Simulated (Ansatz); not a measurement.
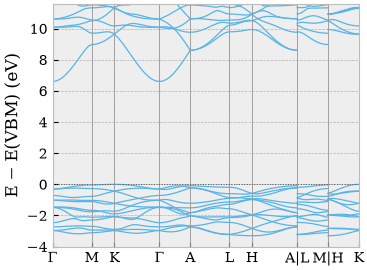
Fig. 1. Band structure from r²SCAN in the plane-wave PAW code Ansatz

Task: Read off the gap and where the band edges lie.

Result: About 6.6 eV (6.60 eV by a search for the band edges); maximum at K, minimum at Γ.

The material is SiO2 in space group P3_121 (No. 152; Si on 3a, O on 6c).

The r²SCAN relaxation kept the symmetry of its start.

Potentials: the earlier of the program's two PAW sets.
